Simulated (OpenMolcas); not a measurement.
# Single-point calculation of C3H5 (charge +1)

- system: C3H5, charge +1
- method: HF/6-311++G(2d,2p), RHF, in an applied electric field (OpenMolcas 26.06)

The geometry is that of the parent species in another charge or spin state. The geometry comes from this level: PBE0-D4/def2-TZVP.

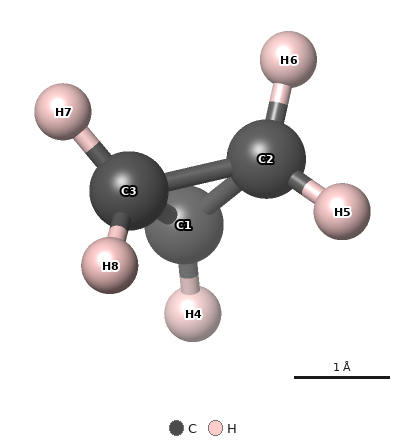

*The input geometry (ball-and-stick view, seen at a tilt; atoms are numbered from 1 in the order of the input).*

Bond lengths as drawn: C–C 1.46 to 1.52 Å and C–H 1.08 to 1.09 Å.

## Input file
```
&gateway
baslib=$CurrDir
coord
8
angstrom
C       -0.922400      -0.237300      -0.208900
C        0.037400       0.758900       0.254400
C        0.443600      -0.691200       0.028700
H       -1.570500      -0.284700      -1.070600
H        0.388600       1.518600      -0.439000
H       -0.013700       1.097500       1.285600
H        0.653200      -1.283800       0.915000
H        1.075900      -0.935200      -0.820900
basis=6-311ppG2d2p
group=Full
&seward
&ffpt
dipole
X 0.01
&scf
charge=1
prorbitals=1 1
```

Launch command:
```bash
export MOLCAS_MEM=1860
pymolcas mol.inp > mol.log
```

## The program's output
```
--- Start Module: gateway ---

                                              &GATEWAY

                       available to each process: 1.9 GB of memory, 1 thread

 Basis Set     1 Label: C.6-311PPG2D2P
 Basis set is read from library:.
 basistype.tbl is not found

 Basis Set     2 Label: H.6-311PPG2D2P
 Basis set is read from library:.
 basistype.tbl is not found

++    Symmetry information:
      ---------------------

                    Character Table for C1

                             E
                    a        1  x, y, xy, Rz, z, xz, Ry, yz, Rx, I
--

++    Basis set information:
      ----------------------

      Basis set label: C.6-311PPG2D2P.........

      Electronic valence basis set:
      ------------------
      Associated Effective Charge   6.000000 au
      Associated Actual Charge      6.000000 au
      Nuclear Model: Point charge

      Shell  nPrim  nBasis  Cartesian Spherical Contaminant
         s      12       5        X
         p       6       4        X
         d       2       2                 X

      Basis set label: H.6-311PPG2D2P.........

      Electronic valence basis set:
      ------------------
      Associated Effective Charge   1.000000 au
      Associated Actual Charge      1.000000 au
      Nuclear Model: Point charge

      Shell  nPrim  nBasis  Cartesian Spherical Contaminant
         s       6       4        X
         p       2       2        X
--

++    Molecular structure info:
      -------------------------

                    ************************************************
                    **** Cartesian Coordinates / bohr, angstrom ****
                    ************************************************

     Center  Label                x              y              z                     x              y              z
        1      C1              -1.743083      -0.448432      -0.394764             -0.922400      -0.237300      -0.208900
        2      C2               0.070676       1.434113       0.480746              0.037400       0.758900       0.254400
        3      C3               0.838283      -1.306179       0.054235              0.443600      -0.691200       0.028700
        4      H4              -2.967815      -0.538005      -2.023141             -1.570500      -0.284700      -1.070600
        5      H5               0.734348       2.869738      -0.829590              0.388600       1.518600      -0.439000
        6      H6              -0.025889       2.073974       2.429432             -0.013700       1.097500       1.285600
        7      H7               1.234369      -2.426030       1.729099              0.653200      -1.283800       0.915000
        8      H8               2.033156      -1.767272      -1.551276              1.075900      -0.935200      -0.820900

                    ***************************************
                    *    InterNuclear Distances / bohr    *
                    ***************************************

               1 C1            2 C2            3 C3            4 H4            5 H5            6 H6
    1 C1       0.000000
    2 C2       2.756849        0.000000
    3 C3       2.756951        2.877556        0.000000
    4 H4       2.039510        4.403536        4.403630        0.000000
    5 H5       4.163771        2.053889        4.269687        5.171391        0.000000
    6 H6       4.157808        2.053320        4.220638        5.941613        3.439829        0.000000
    7 H7       4.157753        4.220578        2.053320        5.941574        5.902718        4.725332
    8 H8       4.163754        4.269580        2.053776        5.171409        4.869250        5.902616

               7 H7            8 H8
    7 H7       0.000000
    8 H8       3.439896        0.000000

                    *******************************************
                    *    InterNuclear Distances / angstrom    *
                    *******************************************

               1 C1            2 C2            3 C3            4 H4            5 H5            6 H6
    1 C1       0.000000
    2 C2       1.458862        0.000000
    3 C3       1.458916        1.522737        0.000000
    4 H4       1.079262        2.330251        2.330301        0.000000
    5 H5       2.203373        1.086871        2.259421        2.736582        0.000000
    6 H6       2.200217        1.086570        2.233466        3.144166        1.820279        0.000000
    7 H7       2.200188        2.233434        1.086570        3.144145        3.123584        2.500538
    8 H8       2.203364        2.259364        1.086812        2.736592        2.576696        3.123530

               7 H7            8 H8
    7 H7       0.000000
    8 H8       1.820315        0.000000

                    **************************************
                    *    Valence Bond Angles / degree    *
                    **************************************
                          Atom centers                 Phi
                      2 C2       1 C1       3 C3        62.92
                      2 C2       1 C1       4 H4       132.74
                      3 C3       1 C1       4 H4       132.74
                      1 C1       2 C2       3 C3        58.54
                      1 C1       2 C2       5 H5       119.16
                      1 C1       2 C2       6 H6       118.90
                      3 C3       2 C2       5 H5       119.00
                      3 C3       2 C2       6 H6       116.74
                      5 H5       2 C2       6 H6       113.76
                      1 C1       3 C3       2 C2        58.54
                      1 C1       3 C3       7 H7       118.89
                      1 C1       3 C3       8 H8       119.16
                      2 C2       3 C3       7 H7       116.74
                      2 C2       3 C3       8 H8       119.00
                      7 H7       3 C3       8 H8       113.76

           ***************************************************************
           *              Valence Dihedral Angles / degree               *
           ***************************************************************
                    Atom centers                       Phi1     Phi2     Theta
           3 C3       1 C1       2 C2       5 H5         62.92   119.16   108.03
           3 C3       1 C1       2 C2       6 H6         62.92   118.90  -105.36
           4 H4       1 C1       2 C2       5 H5        132.74   119.16   -16.39
           4 H4       1 C1       2 C2       6 H6        132.74   118.90   130.22
           2 C2       1 C1       3 C3       7 H7         62.92   118.89   105.36
           2 C2       1 C1       3 C3       8 H8         62.92   119.16  -108.03
           4 H4       1 C1       3 C3       7 H7        132.74   118.89  -130.22
           4 H4       1 C1       3 C3       8 H8        132.74   119.16    16.39
           3 C3       2 C2       1 C1       4 H4         58.54   132.74  -124.42
           1 C1       2 C2       3 C3       7 H7         58.54   116.74  -109.02
           1 C1       2 C2       3 C3       8 H8         58.54   119.00   108.30
           5 H5       2 C2       3 C3       7 H7        119.00   116.74   142.68
           5 H5       2 C2       3 C3       8 H8        119.00   119.00    -0.00
           6 H6       2 C2       3 C3       7 H7        116.74   116.74     0.01
           6 H6       2 C2       3 C3       8 H8        116.74   119.00  -142.67
           2 C2       3 C3       1 C1       4 H4         58.54   132.74   124.42
           1 C1       3 C3       2 C2       5 H5         58.54   119.00  -108.30
           1 C1       3 C3       2 C2       6 H6         58.54   116.74   109.03
--

            Nuclear Potential Energy             69.46326799 au

--- Stop Module: gateway /rc=_RC_ALL_IS_WELL_ ---

--- Start Module: seward ---

                                              &SEWARD

                       available to each process: 1.9 GB of memory, 1 thread

               SEWARD will generate:
                  Multipole Moment integrals up to order  2
                  Kinetic Energy integrals
                  Nuclear Attraction integrals (point charge)
                  One-Electron Hamiltonian integrals
                  Velocity integrals
                  Orbital angular momentum around ( -0.2191  -0.0885   0.0350 )
                  Velocity quadrupole around ( -0.2191  -0.0885   0.0350 )
                  Two-Electron Repulsion integrals

                   Integrals are discarded if absolute value <: 1.00E-14
                   Integral cutoff threshold is set to       <: 1.00E-16

            Nuclear Potential Energy             69.46326799 au

      Basis set specifications :
      Symmetry species         a
      Basis functions          131

--- Stop Module: seward /rc=_RC_ALL_IS_WELL_ ---
--- Module seward spent 6 seconds ---

--- Start Module: ffpt ---

                                               &FFPT

                       available to each process: 1.9 GB of memory, 1 thread

      Header of the ONEINT file:
      --------------------------

      Cartesian coordinates in angstrom:
      -----------------------------------------------------
      No.  Label        X            Y            Z
      -----------------------------------------------------
       1   C1        -0.92240000  -0.23730000  -0.20890000
       2   C2         0.03740000   0.75890000   0.25440000
       3   C3         0.44360000  -0.69120000   0.02870000
       4   H4        -1.57050000  -0.28470000  -1.07060000
       5   H5         0.38860000   1.51860000  -0.43900000
       6   H6        -0.01370000   1.09750000   1.28560000
       7   H7         0.65320000  -1.28380000   0.91500000
       8   H8         1.07590000  -0.93520000  -0.82090000
      -----------------------------------------------------
      Nuclear repulsion energy =   69.46326799

      The following tasks will be executed:
      -------------------------------------

      FFPT    DIPO    COMP    COMP0   X= 0.010000

--- Stop Module: ffpt /rc=_RC_ALL_IS_WELL_ ---

--- Start Module: scf ---

                                                &SCF

                       available to each process: 1.9 GB of memory, 1 thread

++    Input section:
      --------------

      Header of the integral files:

      Cartesian coordinates in angstrom:
      -----------------------------------------------------
      No.  Label        X            Y            Z
      -----------------------------------------------------
       1   C1        -0.92240000  -0.23730000  -0.20890000
       2   C2         0.03740000   0.75890000   0.25440000
       3   C3         0.44360000  -0.69120000   0.02870000
       4   H4        -1.57050000  -0.28470000  -1.07060000
       5   H5         0.38860000   1.51860000  -0.43900000
       6   H6        -0.01370000   1.09750000   1.28560000
       7   H7         0.65320000  -1.28380000   0.91500000
       8   H8         1.07590000  -0.93520000  -0.82090000
      -----------------------------------------------------
      Nuclear repulsion energy =   69.47370510
--

++    Orbital specifications:
      -----------------------

      Symmetry species               1
                                     a
      Frozen orbitals                0
      Aufbau                        11
      Start temperature = 0.500
      End temperature   = 0.010
      Temperature Factor= 0.460
      Deleted orbitals               0
      Total number of orbitals     131
      Number of basis functions    131
--

      Molecular charge                           1.000

++    Optimization specifications:
      ----------------------------

      SCF Algorithm: Conventional
      Minimized density differences are used
      Number of density matrices in core                 5
      Maximum number of NDDO SCF iterations            400
      Maximum number of HF SCF iterations              400
      Threshold for SCF energy change             1.00E-09
      Threshold for density matrix                1.00E-04
      Threshold for Fock matrix                   1.50E-04
      Threshold for linear dependence             1.00E-09
      Threshold at which DIIS is turned on        1.50E-01
      Maximum depth in the DIIS procedure                5
      Maximum depth in the BFGS Hessian update          30
      Threshold at which QNR/C2DIIS is turned on  7.50E-02
      Threshold for Norm(delta) (QNR/C2DIIS)      1.00E-03
      All orbitals punched on: SCFORB
--

      Input vectors read from INPORB
      Orbital file label: *Guess orbitals

++ Convergence information
                                   SCF        iterations: Energy and convergence statistics

Iter     Tot. SCF        One-elec.       Two-elec.     Energy      Max Dij or  Max Fij      DNorm      TNorm      AccCon     Time
         Energy          Energy          Energy        Change      Delta Norm                                                in Sec.
   1  -110.105324385  -279.984873550   100.405844062   0.00E+00    1.19E-01*   1.78E+00*    1.58E+01   1.28E+02   None         1.
   2  -111.998377618  -271.474352310    90.002269589  -1.89E+00*   1.19E-01*   8.17E-02*    3.96E+02   1.22E+02   EDIIS        1.
   3  -115.408964327  -291.650817428   106.768147998  -3.41E+00*   2.02E-01*   2.05E-01*    3.97E+00   1.32E+02   EDIIS        1.
   4  -115.948477766  -283.636448415    98.214265546  -5.40E-01*   1.41E-01*   1.72E-01*    3.98E+00   1.28E+02   EDIIS        1.
   5  -116.128775879  -287.947413215   102.344932233  -1.80E-01*   8.67E-02*   1.04E-01*    1.36E+00   1.30E+02   EDIIS        1.
   6  -116.147883931  -286.206225159   100.584636125  -1.91E-02*   2.48E-02*   3.50E-02*    3.27E-01   1.29E+02   EDIIS        1.
   7  -116.151104065  -286.897088779   101.272279611  -3.22E-03*   1.81E-02*   1.76E-02*    1.11E-01   1.29E+02   EDIIS        1.

       Fermi aufbau procedure completed!
      nOcc=   11

   8  -116.151640311  -286.623350007   100.998004593  -5.36E-04*   3.67E-03*   4.40E-03*    1.19E-02   1.29E+02   c2DIIS       1.
   9  -116.151744081  -286.700210905   101.074761722  -1.04E-04*   1.30E-03*   6.64E-04*    2.60E-03   1.29E+02   QNRc2DIIS    1.
  10  -116.151747763  -286.700137563   101.074684697  -3.68E-06*   1.35E-03*   2.94E-04*    8.32E-04   1.29E+02   QNRc2DIIS    1.
  11  -116.151748976  -286.699708588   101.074254510  -1.21E-06*   1.21E-04    4.96E-05     4.07E-04   1.29E+02   QNRc2DIIS    1.
  12  -116.151749024  -286.699955099   101.074500973  -4.81E-08*   2.05E-04    3.14E-05     9.98E-05   1.29E+02   QNRc2DIIS    1.
  13  -116.151749046  -286.699841836   101.074387687  -2.26E-08*   2.72E-05    7.20E-06     5.90E-05   1.29E+02   QNRc2DIIS    1.
  14  -116.151749047  -286.699906893   101.074452743  -8.82E-10    2.31E-05    3.52E-06     2.81E-05   1.29E+02   QNRc2DIIS    1.

       Convergence after  14 Iterations
--

 *****************************************************************************************************************************
 *                                             SCF/KS-DFT Program, Final results                                             *
 *                                                       Final Results                                                       *
 *****************************************************************************************************************************

::    Total SCF energy                               -116.1517490472
      One-electron energy                            -286.6999068929
      Two-electron energy                             101.0744527428
      Nuclear repulsion energy                         69.4737051029
      Kinetic energy (interpolated)                   116.0276811605
      Virial theorem                                    1.0010692956
      Total spin, S(S+1)                                0.0000000000
      Total spin, S                                     0.0000000000
      Max non-diagonal density matrix element           0.0000345313
      Max non-diagonal Fock matrix element              0.0000045786

      All orbitals with orbital energies smaller than  E(LUMO)+0.5 are printed

++    Molecular orbitals:
      -------------------

      Title: SCF orbitals

      Molecular orbitals for symmetry species 1: a

          Orbital            1         2         3         4         5         6         7         8         9        10
          Energy          -11.6180  -11.5039  -11.5009   -1.4386   -1.0929   -1.0708   -0.9378   -0.8918   -0.7703   -0.7468
          Occ. No.          2.0000    2.0000    2.0000    2.0000    2.0000    2.0000    2.0000    2.0000    2.0000    2.0000

          Orbital           11        12        13        14        15        16        17        18        19        20
          Energy           -0.7036   -0.2347   -0.1211   -0.0900   -0.0876   -0.0681   -0.0458   -0.0312   -0.0252   -0.0173
          Occ. No.          2.0000    0.0000    0.0000    0.0000    0.0000    0.0000    0.0000    0.0000    0.0000    0.0000

          Orbital           21        22        23        24        25        26        27        28        29        30
          Energy            0.0091    0.0191    0.0233    0.0310    0.0430    0.0565    0.0610    0.0635    0.0767    0.0805
          Occ. No.          0.0000    0.0000    0.0000    0.0000    0.0000    0.0000    0.0000    0.0000    0.0000    0.0000

          Orbital           31        32        33        34        35        36        37
          Energy            0.1083    0.1199    0.1515    0.1613    0.1846    0.2167    0.2360
          Occ. No.          0.0000    0.0000    0.0000    0.0000    0.0000    0.0000    0.0000

--

++    Molecular charges:
      ------------------

      Mulliken charges per centre and basis function type
      ---------------------------------------------------

                C1      C2      C3      H4      H5      H6      H7      H8
      1s       3.1887  3.0575  3.0399  0.7757  0.8630  0.8359  0.8489  0.8768
      2px      0.7331  0.8873  0.8677  0.0150  0.0110  0.0076  0.0069  0.0156
      2pz      0.5506  1.0477  1.0472  0.0271  0.0139  0.0275  0.0217  0.0193
      2py      1.0712  0.8863  0.9238  0.0110  0.0197  0.0097  0.0158  0.0093
      3d2+     0.0311  0.0196  0.0342  0.0000  0.0000  0.0000  0.0000  0.0000
      3d1+     0.0232  0.0060  0.0070  0.0000  0.0000  0.0000  0.0000  0.0000
      3d0      0.0131  0.0132  0.0149  0.0000  0.0000  0.0000  0.0000  0.0000
      3d1-     0.0124  0.0114  0.0115  0.0000  0.0000  0.0000  0.0000  0.0000
      3d2-     0.0268  0.0301  0.0130  0.0000  0.0000  0.0000  0.0000  0.0000
      Total    5.6503  5.9591  5.9591  0.8288  0.9076  0.8808  0.8934  0.9210

      N-E      0.3497  0.0409  0.0409  0.1712  0.0924  0.1192  0.1066  0.0790

      Total electronic charge=   22.000000

      Total            charge=    1.000000
--

++    Molecular properties:
      ---------------------

      Charge (e):
                      =    1.0000
      Dipole Moment (debye):
      Origin of the operator (angstrom)=   -0.1160   -0.0468    0.0185
                   X= -1.7147E+00               Y= -1.8389E-01               Z= -5.4093E-01           Total=  1.8073E+00
      Center of Charge (angstrom)
                     X=   -0.47294925               Y=   -0.08511558               Z=   -0.09411192
      Quadrupole Moment (debye*angstrom):
      Origin of the operator (angstrom)=   -0.1160   -0.0468    0.0185
                  XX= -1.2412E+01              XY=  4.2462E-01              XZ=  1.0624E+00              YY= -1.4138E+01
                  YZ=  1.5317E-01              ZZ= -1.3202E+01
      In traceless form (debye*angstrom)
                  XX=  1.2587E+00              XY=  6.3693E-01              XZ=  1.5936E+00              YY= -1.3313E+00
                  YZ=  2.2976E-01              ZZ=  7.2655E-02
--

--- Stop Module: scf /rc=_RC_ALL_IS_WELL_ ---
--- Module scf spent 14 seconds ---

.##################.
.# Happy landing! #.
.##################.

    Timing: Wall=21.82 User=16.68 System=5.09
```

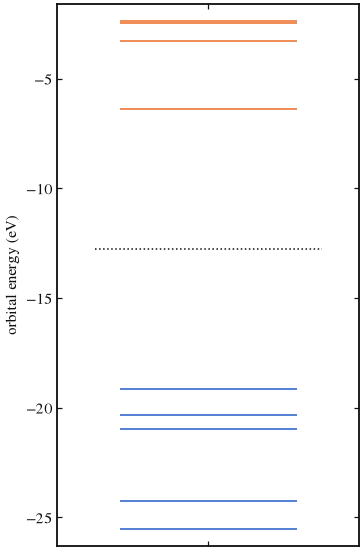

*Orbital energies near the frontier; the dotted line parts filled from empty levels, and levels within 0.02 eV of each other stand side by side.*

Highest filled −19.15 eV, lowest empty −6.39 eV, 12.76 eV apart.

## Key numbers

```csv
quantity,value
outcome,converged
total energy,−116.151749 hartree
basis functions,131
HOMO,−19.15 eV
LUMO,−6.39 eV
hardware,"1 thread of Arm Neoverse V2, 24 GiB of memory available, shared host"
wall time,22 s
peak memory,0.92 GiB
```
